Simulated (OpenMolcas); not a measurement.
## Run report: SnHClOF2, single-point calculation (part 3 of 3)

The same run, continued: SnHClOF2; CASSCF/ANO-RCC-VDZP, DKH2 (OpenMolcas 26.06). The geometry comes from this level: PBE0-D4/def2-TZVP.

Geometry of the input (Å):
```
O  -0.4640  0.2839  1.4763
Sn 0.2524  -0.1757  -0.2475
F  1.9825  -0.8565  0.0567
F  -0.7433  -1.5871  -1.0197
Cl 0.3294  1.5406  -1.7444
H  -1.3150  0.7306  1.4325
```

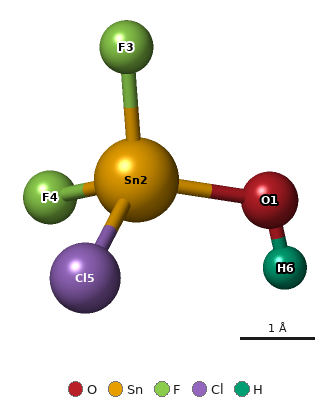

Figure 1. The structure (ball-and-stick view, seen at a tilt; atoms are numbered from 1 in the order of the input). Sticks mark near contacts.

**Log, continued**
```
      ************************************************************************************************************************
      *                                                    Final results                                                     *
      ************************************************************************************************************************

++    Final optimization conditions:
      ------------------------------

      Average CI energy                           -6908.15587698
      RASSCF energy for state  1                  -6908.15587698
      Super-CI energy                                -0.00000000
      RASSCF energy change                           -0.00000000
      Max change in MO coefficients              -4.577E-05
      Max non-diagonal density matrix element    -3.471E-05
      Maximum BLB matrix element                 -1.617E-06
      (orbital pair  34,  53 in symmetry   1)
      Norm of electronic gradient            1.008E-05
--

      Final state energy(ies):
      ------------------------

::    RASSCF root number  1 Total energy:  -6908.15587698
      Von Neumann Entropy (Root   1) =  0.10980

      Mulliken population analysis for root number:  1
      -----------------------------------------------

++    Molecular charges:
      ------------------

      Mulliken charges per centre
      ---------------------------

                O1      SN2     F3      F4      CL5     H6
      Total    8.6124 47.7560  9.6711  9.6771 17.4151  0.8683

      N-E     -0.6124  2.2440 -0.6711 -0.6771 -0.4151  0.1317

      Total electronic charge=   94.000000

      Total            charge=   -0.000000
--

      Expectation values of various properties for root number:  1
      -----------------------------------------------------------

++    Molecular properties:
      ---------------------

      Charge (e):
                      =   -0.0000
      Dipole Moment (debye):
      Origin of the operator (angstrom)=    0.2696   -0.0397   -0.3998
                   X= -2.0287E+00               Y=  2.4569E+00               Z=  4.8522E-01           Total=  3.2229E+00
      Quadrupole Moment (debye*angstrom):
      Origin of the operator (angstrom)=    0.2696   -0.0397   -0.3998
                  XX= -5.6765E+01              XY= -2.3505E+00              XZ= -4.2010E+00              YY= -5.8847E+01
                  YZ=  3.7966E-01              ZZ= -5.8556E+01
      In traceless form (debye*angstrom)
                  XX=  1.9366E+00              XY= -3.5257E+00              XZ= -6.3015E+00              YY= -1.1865E+00
                  YZ=  5.6949E-01              ZZ= -7.5008E-01
--

      LoProp population analysis for root number:  1
      -----------------------------------------------

++    LoProp analysis:
      ----------------

++    Static properties:
      ------------------

      LoProp Charges per center

                   O1       SN2      F3       F4       CL5      H6
      Nuclear      8.0000  50.0000   9.0000   9.0000  17.0000   1.0000
      Electronic  -8.7727 -48.0099  -9.6078  -9.6167 -17.3458  -0.6472

      Total       -0.7727   1.9901  -0.6078  -0.6167  -0.3458   0.3528
--

      Natural Bond Order analysis for root number:  1

++    Natural Bond Order analysis
      ---------------------------
      Based on LoProp computed density
      -------------------------------------------------------------------------------------
      Atom A       Atom B       Bond Order
      -------------------------------------------------------------------------------------
      NBO located      0.999 non-bonded electrons on atom O1
      NBO located      0.992 non-bonded electrons on atom SN2
      NBO located      0.992 non-bonded electrons on atom SN2
      NBO located      0.993 non-bonded electrons on atom SN2
      NBO located      0.993 non-bonded electrons on atom SN2
      NBO located      0.994 non-bonded electrons on atom SN2
      NBO located      0.994 non-bonded electrons on atom SN2
      NBO located      0.996 non-bonded electrons on atom SN2
      NBO located      0.998 non-bonded electrons on atom SN2
      NBO located      0.999 non-bonded electrons on atom SN2
      NBO located      1.000 non-bonded electrons on atom SN2
      NBO located      1.000 non-bonded electrons on atom SN2
      NBO located      1.000 non-bonded electrons on atom SN2
      NBO located      1.000 non-bonded electrons on atom SN2
      NBO located      1.000 non-bonded electrons on atom SN2
      NBO located      1.000 non-bonded electrons on atom SN2
      NBO located      1.000 non-bonded electrons on atom SN2
      NBO located      1.000 non-bonded electrons on atom SN2
      NBO located      1.000 non-bonded electrons on atom SN2
      NBO located      1.000 non-bonded electrons on atom SN2
      NBO located      1.000 non-bonded electrons on atom SN2
      NBO located      1.000 non-bonded electrons on atom SN2
      NBO located      1.000 non-bonded electrons on atom SN2
      NBO located      1.000 non-bonded electrons on atom SN2
      NBO located      1.000 non-bonded electrons on atom F3
      NBO located      1.014 non-bonded electrons on atom F3
      NBO located      1.004 non-bonded electrons on atom F3
      NBO located      1.000 non-bonded electrons on atom F4
      NBO located      1.012 non-bonded electrons on atom F4
      NBO located      0.998 non-bonded electrons on atom CL5
      NBO located      1.000 non-bonded electrons on atom CL5
      NBO located      1.000 non-bonded electrons on atom CL5
      NBO located      1.000 non-bonded electrons on atom CL5
      NBO located      1.000 non-bonded electrons on atom CL5
      NBO located      1.000 non-bonded electrons on atom CL5
      The remaining   13.018 electrons are to be considered as diffuse
--

--

      Average orbitals are written to the RASORB file
      Natural orbitals for root   1 are written to the RASORB.1 file
      Spin density orbitals for root   1 are written to the SPDORB.1 file

--- Stop Module: rasscf /rc=_RC_ALL_IS_WELL_ ---
--- Module rasscf spent 13 seconds ---

.##################.
.# Happy landing! #.
.##################.

    Timing: Wall=33.04 User=31.06 System=1.94
```

**Key numbers**

| quantity | value |
| --- | --- |
| outcome | converged |
| total energy | −6908.155877 hartree |
| CASSCF energy | −6908.155877 hartree |
| basis functions | 108 |
| hardware | 1 thread of Arm Neoverse V1, 24 GiB of memory available, shared host |
| wall time | 33 s |
| peak memory | 0.42 GiB |
